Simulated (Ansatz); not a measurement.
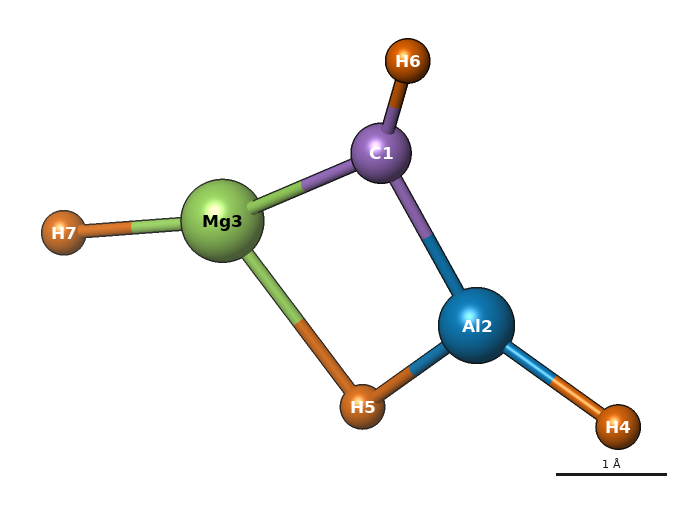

Numbered structure. The species has charge −1 and is a spin singlet. Computed geometry: PBE0-D4/def2-TZVPD optimisation. No frequency run is at hand to confirm it as a minimum.

What is the geometry at Mg3?

Mg3 has 3 neighbours (C1 at 2.04, H5 at 2.14, H7 at 1.76 Å); the arrangement is T-shaped.

Describe the coordination of atom 2.

Al2 has 3 neighbours (C1 at 1.83, H4 at 1.62, H5 at 1.69 Å); the arrangement is trigonal planar.

What is the dihedral angle C1–Al2–H5–Mg3?

0° in size, that is syn (eclipsed).
